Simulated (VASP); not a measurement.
Band structure of SiC (4h). Computed with r2SCAN meta-GGA, VASP's PBE PAW potentials (set 64) (plane waves; VASP 6.6.1).

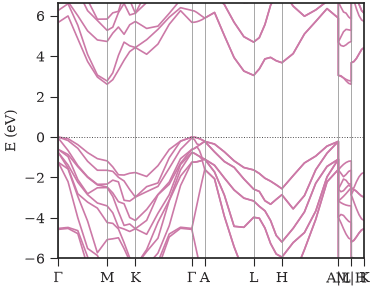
Bands along high-symmetry lines, zero at the valence-band maximum or, without a gap, the Fermi level

Read the plot: is there a gap, and where are the band edges?

The gap is indirect, 2.61 eV, from the valence maximum at Γ to the conduction minimum at M.

Measured: gap 3.26 eV (computed value off by -0.65 eV), as given by Daiki Deguchi et al., Japanese Journal of Applied Physics (2016), arXiv:1512.06930.

The compound is SiC in the 4h structure. It was relaxed first.
